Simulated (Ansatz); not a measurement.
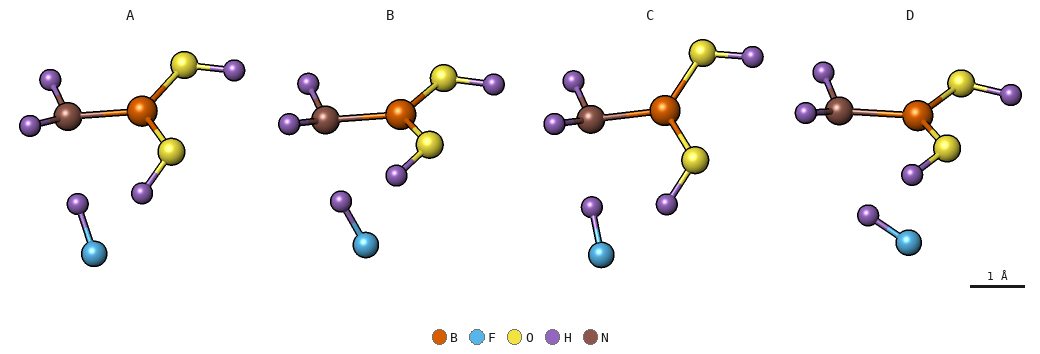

4 geometries from one relaxation of BNH₅O₂F, in shuffled order. The picture is a ball-and-stick view, seen at a tilt.

The run prepares an end point of a later path (reaction) calculation, from a guessed geometry.

Level of theory: RKS BLYP-D4/cc-pVDZ (Ansatz 0.2.0). Settings: no spin polarisation; force threshold 0.03 eV/Å; at most 50 steps.

**Order the frames from highest to lowest energy.**

D, B, A, C. They are steps 0, 4, 8, 15, at +40.4 kJ/mol, +15.8 kJ/mol, +12.7 kJ/mol relative to the last. Over 14 accepted moves (15 points after the start) the energy falls by 40.4 kJ/mol. The largest force component goes from 1.5 to 0.027 eV/Å. The line search rejected the trial step at point 12 of the run. The atom that moves furthest after the best rigid fit is the F atom (1.32 Å). Largest moves by element: F 1.32 Å, H 1.12 Å, O 0.68 Å, N 0.41 Å, B 0.19 Å. Near-neighbour distances that change, for instance: F–H 0.922 → 0.989 Å, B–N 1.504 → 1.481 Å, H–O 0.975 → 0.990 Å, B–O 1.383 → 1.373 Å. Among the angles between lasting bonds that change: B–N–H 118.1° → 113.9°, B–O–H 112.7° → 108.9°, O–B–N 123.6° → 120.4°. Groups turn about B–N by about 25°. The run took 14 s on 2 threads of Intel(R) Xeon(R) 6975P-C (Granite Rapids), with other jobs on the host, peak memory 0.17 GiB.

Limits of the set-up: the start holds two separate molecules, 2.3 Å apart at their closest, whose relative position is a soft coordinate.
